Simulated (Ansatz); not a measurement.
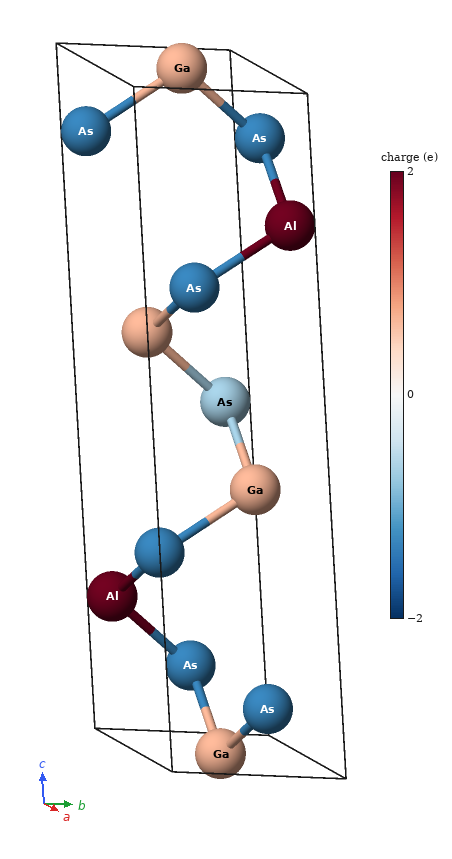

An orthographic ball-and-stick view of the structure, slightly off an axis. The cell (the run's own, in a reduced setting) is drawn as a box. The atoms of this Al2Ga3As5 cell are coloured by their Bader charge.

Computational set-up: Ansatz 0.2.0, DFT PBE, scalar-relativistic, plane waves, PAW, a kinetic-energy cutoff of 420 eV, k-points about 0.22 Å⁻¹ apart, Gaussian smearing of 0.02 eV, no spin polarisation.

> What do the colours say about charge transfer?

Most positive: Al; most negative: As. Charges: about Al +1.9 e; Ga +0.7 e; As -1.3 to -0.7 e. The transfer is large, as in an ionic solid.

It derives from a structure type filled with these elements by a generator (whether the compound takes this form wasn't checked). Earlier steps of the study, as a rule a relaxation of our own, may have changed the cell and positions, so they can lie some per cent off the listed ones. An electronic-structure calculation with Ansatz was run on it.
